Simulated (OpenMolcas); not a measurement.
**One shape, several levels: CH6NPSi (SMILES C1NP[SiH2]1)**

Aim: a comparison of 6 runs (HF/STO-3G, B3LYP/6-31G*, B3LYP/def2-SVP, M06-L/def2-SVP, PBE/def2-SVP, CCSD(T)/def2-SVP) of CH6NPSi. 

Program for the calculation: OpenMolcas 26.06.

**1. The molecule**

CH6NPSi has 10 atoms, charge 0, and is taken as a singlet. SMILES: `C1NP[SiH2]1`. The coordinates come from a PBE0-D4/def2-TZVP relaxation.

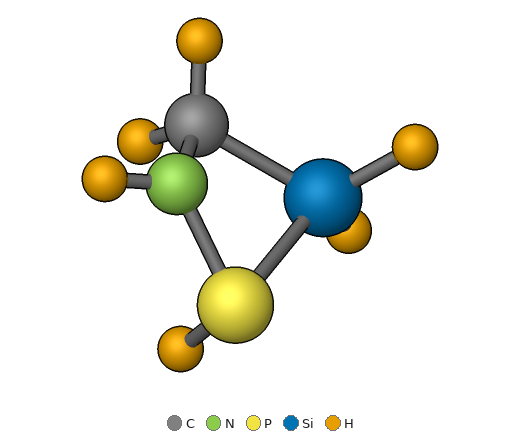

Viewed from a chosen angle; carbon grey, nitrogen green, phosphorus yellow, silicon blue, hydrogen amber.

**2. Energy and forces at HF/STO-3G (run 1)**

The input, mol.xyz:

```xyz
10

C     -0.518900     0.753700    -0.280300
N      0.388700     0.867200     0.865200
P      0.973900    -0.716000     1.275900
Si     0.382300    -0.797300    -0.907400
H     -0.525900     1.647300    -0.910700
H     -1.554200     0.512400     0.003600
H      0.126500     1.500500     1.609100
H     -0.253100    -1.393600     1.631500
H      1.493100    -0.499900    -1.848100
H     -0.429200    -1.925500    -1.435800
```

The input, test.inp:

```
* CH6NPSi Hartree-Fock
&gateway
baslib=$CurrDir
coord=mol.xyz
basis=STO-3G
group=NoSym
&seward
&scf
thresholds=1e-10 1e-07 1e-07 1e-05
prorbitals=1 1
&alaska
```

The basis set STO-3G is read from a file made from the Basis Set Exchange's data (not shown).

Run with:

```bash
$ export MOLCAS_MEM=1860
$ pymolcas test.inp > test.log
```

The log of the run:

```text
--- Start Module: gateway ---
[...]
--- Stop Module: gateway /rc=_RC_ALL_IS_WELL_ ---
[...]
      Basis functions           34
[...]
--- Start Module: scf ---
[...]
       Convergence after  12 Iterations
[...]
::    Total SCF energy                               -717.1372168475
[...]
      Total spin, S                                     0.0000000000
[...]
      Total electronic charge=   48.000000
      Total            charge=   -0.000000
[...]
      Dipole Moment (debye):
      Origin of the operator (angstrom)=    0.4277   -0.2577    0.2410
                   X= -9.2501E-01               Y= -8.4607E-01               Z= -2.9446E-01           Total=  1.2877E+00
      Quadrupole Moment (debye*angstrom):
[...]
--- Stop Module: scf /rc=_RC_ALL_IS_WELL_ ---
[...]
--- Start Module: alaska ---
[...]
 *              Molecular gradients               *
 **************************************************
  Irreducible representation: a
 ------------------------------------------------------------------------------------------
                              X                       Y                       Z
 ------------------------------------------------------------------------------------------
  C1                6.74532912738623E-03    1.28428813182104E-02    1.67289180795165E-02
  N2               -7.02103706352508E-03   -7.10266521910263E-03   -7.66738054177996E-03
  P3                1.94948041536094E-02    3.35296600782513E-02    2.50677803543589E-02
  SI4              -1.59277276816184E-02    1.21026865517173E-02    4.69029720368930E-03
  H5                1.19599312325480E-03    2.84205945061444E-03   -2.73606026936823E-03
  H6               -3.86843684424232E-03   -5.43268919740780E-03    1.63369824398596E-03
  H7                1.00208101571952E-02   -9.62470808797766E-03   -9.65991558922097E-03
  H8               -2.01937627155755E-02   -2.04663204931519E-02    1.70949909901963E-03
[...]
--- Stop Module: alaska /rc=_RC_ALL_IS_WELL_ ---
[...]
```

Wall time 5.1 s (1 thread of AMD EPYC 7R43 (Zen 3), shared host); peak memory 0.36 GiB.

**3. Energy and forces at B3LYP/6-31G(d) (spherical functions) (run 2)**

The input, mol.input:

```
* CH6NPSi Kohn-Sham DFT
&GATEWAY
BasLib=$CurrDir
Coord
10
angstrom
C       -0.518900       0.753700      -0.280300
N        0.388700       0.867200       0.865200
P        0.973900      -0.716000       1.275900
Si       0.382300      -0.797300      -0.907400
H       -0.525900       1.647300      -0.910700
H       -1.554200       0.512400       0.003600
H        0.126500       1.500500       1.609100
H       -0.253100      -1.393600       1.631500
H        1.493100      -0.499900      -1.848100
H       -0.429200      -1.925500      -1.435800
Basis=6-31Gs
Group=NoSym
&SEWARD
GridInput
Grid=UltraFine
End of Grid
&SCF
KSDFT=B3LYP
Thresholds=1e-10 1e-07 1e-07 1e-05
PrOrbitals=1 2
&ALASKA
```

The basis set 6-31G* is read from a file made from the Basis Set Exchange's data (not shown).

Run with:

```bash
$ export MOLCAS_MEM=1860
$ pymolcas mol.input > mol.log
```

The log of the run:

```text
--- Start Module: gateway ---
[...]
--- Stop Module: gateway /rc=_RC_ALL_IS_WELL_ ---
[...]
      Basis functions           76
[...]
--- Start Module: scf ---
[...]
       Convergence after  15 Iterations
[...]
::    Total KS-DFT energy                            -727.2721831924
[...]
      Total spin, S                                     0.0000000000
[...]
      Total electronic charge=   48.000000
      Total            charge=   -0.000000
[...]
      Dipole Moment (debye):
      Origin of the operator (angstrom)=    0.4277   -0.2577    0.2410
                   X= -1.6145E+00               Y=  5.1647E-01               Z= -4.7908E-01           Total=  1.7615E+00
      Quadrupole Moment (debye*angstrom):
[...]
--- Stop Module: scf /rc=_RC_ALL_IS_WELL_ ---
[...]
--- Start Module: alaska ---
[...]
 *              Molecular gradients               *
 **************************************************
  Irreducible representation: a
 ------------------------------------------------------------------------------------------
                              X                       Y                       Z
 ------------------------------------------------------------------------------------------
  C1                3.85101674995614E-03   -2.36510180191907E-03    2.50705219637659E-03
  N2               -2.61005547750448E-03   -8.61975012372973E-03    8.26944555359255E-04
  P3               -5.15271939093331E-03    8.78957207886444E-03   -6.33497558869678E-03
  SI4              -2.76859422741760E-03    4.27589648473869E-03    7.48482205806056E-03
  H5                5.25469487534569E-04   -2.00318616156903E-03    1.08793714422806E-03
  H6                2.89381568736502E-03   -2.07169514405692E-04   -4.49130812786080E-04
  H7                1.58457042418680E-03   -3.32434675988491E-03   -3.85282750456728E-03
  H8                1.49784867599623E-03    2.37549542552085E-03   -2.41105486683169E-03
[...]
--- Stop Module: alaska /rc=_RC_ALL_IS_WELL_ ---
[...]
```

Wall time 65 s (1 thread of AMD EPYC 7R43 (Zen 3), shared host); peak memory 0.43 GiB.

Runs 3 to 5 aren't shown in full; the table further down has their settings and results.

**4. The energy at CCSD(T)/def2-SVP (run 6)**

The input, run.input:

```
&GATEWAY
  BASLIB=$CurrDir
  COORD
  10
  angstrom
  C       -0.518900       0.753700      -0.280300
  N        0.388700       0.867200       0.865200
  P        0.973900      -0.716000       1.275900
  Si       0.382300      -0.797300      -0.907400
  H       -0.525900       1.647300      -0.910700
  H       -1.554200       0.512400       0.003600
  H        0.126500       1.500500       1.609100
  H       -0.253100      -1.393600       1.631500
  H        1.493100      -0.499900      -1.848100
  H       -0.429200      -1.925500      -1.435800
  BASIS=def2-SVP
  GROUP=NoSym

&SEWARD

&SCF
  THRESHOLDS=1e-10 1e-07 1e-07 1e-05
  PRORBITALS=1

&RASSCF
  FILEORB=$Project.ScfOrb
  SPIN=1
  NACTEL=0 0 0
  INACTIVE=24
  RAS2=0
  OUTORBITALS=Canonical
  ORBLISTING=Few

&MOTRA
  JOBIPH
  FROZEN=12

&CCSDT
  CCT
  TRIPLES=2
  ITERATIONS=80
  ACCURACY=1e-08
  EXTRAPOLATION=5 4
```

The basis set def2-SVP is read from a file made from the Basis Set Exchange's data (not shown).

Run with:

```bash
$ export MOLCAS_MEM=1860
$ pymolcas run.input > run.log
```

The log of the run:

```text
--- Start Module: gateway ---
[...]
--- Stop Module: gateway /rc=_RC_ALL_IS_WELL_ ---
[...]
      Basis functions           94
[...]
       Convergence after  13 Iterations
[...]
::    Total SCF energy                               -725.1762199325
[...]
      Total spin, S                                     0.0000000000
[...]
      Number of active orbitals                  0
[...]
      Spin quantum number                      0.0
[...]
      Active orbitals                            0
[...]
      Number of CSFs                             1
[...]
      Number of root(s) required                 1
[...]
      Convergence after  4 iterations
[...]
      Natural orbitals and occupation numbers for root  1
      ************************************************************************************************************************
      *                                                    Final results                                                     *
      ************************************************************************************************************************
[...]
::    RASSCF root number  1 Total energy:   -725.17621993
[...]
      Total electronic charge=   48.000000
      Total            charge=   -0.000000
[...]
      Dipole Moment (debye):
      Origin of the operator (angstrom)=    0.4277   -0.2577    0.2410
                   X= -1.6283E+00               Y=  2.3871E-01               Z= -6.2799E-01           Total=  1.7614E+00
      Quadrupole Moment (debye*angstrom):
[...]
--- Start Module: motra ---
[...]
      *** WARNING: Default frozen orbitals is overwritten by user input.
      *** Default values:   9
[...]
--- Stop Module: motra /rc=_RC_ALL_IS_WELL_ ---
[...]
--- Start Module: ccsdt ---
[...]
      Convergence after                    16  Iterations
      Total energy (diff) :    -725.75024906       0.00000001
[...]
 METHOD                       : CCSD+T(CCSD)+<T3(1)WT1> = CCSD(T)
[...]
       CCSD     =      -725.7502490561438
[...]
--- Stop Module: ccsdt /rc=_RC_ALL_IS_WELL_ ---
[...]
```

Wall time 92 s (1 thread of AMD EPYC 7R43 (Zen 3), shared host); peak memory 0.52 GiB.

**5. Overview of the runs**

```tsv
run	level	integration grid	task	energy (Eh)	dipole moment (D) of the reference	HOMO energy (eV)	LUMO energy (eV)	wall time
1	HF/STO-3G	–	gradient	-717.137217	1.29	-6.81	9.18	5.1 s
2	B3LYP/6-31G* (spherical functions)	UltraFine	gradient	-727.272183	1.76	-6.19	-0.30	65 s
3	B3LYP/def2-SVP	UltraFine	gradient	-727.048350	1.55	-6.27	-0.13	88 s
4	M06-L/def2-SVP	UltraFine	gradient	-727.000132	1.73	-5.50	-0.54	1.8 min
5	PBE/def2-SVP	UltraFine	gradient	-726.577462	1.63	-5.20	-0.87	77 s
6	CCSD(T)/def2-SVP	–	energy	-725.768939	1.76	-9.40	3.50	92 s
```

**6. Results**

| quantity | value |
| --- | --- |
| run 6: total energy | -725.76894 Eh |
| run 6: dipole moment (mean-field density) | 1.76 D |
| run 6: HOMO energy (Hartree–Fock orbitals) | -9.40 eV |
| run 6: LUMO energy (Hartree–Fock orbitals) | 3.50 eV |
| run 6: HOMO–LUMO gap (Hartree–Fock orbitals) | 12.90 eV |
| run 6: correlation energy (12 core orbitals frozen) | -592.7 mEh |
| run 6: (T) correction | -18.69 mEh |

**Reading.** Over runs 1, 2, 3, 4, 5 the dipole moment (its size) runs from 1.29 D (HF/STO-3G) to 1.76 D (B3LYP/6-31G*). The two ends differ in method and basis. Over runs 1, 2, 3, 4, 5 the HOMO–LUMO gap runs from 4.34 eV (PBE/def2-SVP) to 15.99 eV (HF/STO-3G). Totals of different functionals can't be ranked against each other. In run 1 the basis is minimal, so the values are rough. All runs together took 7.2 min, the longest 1.8 min.
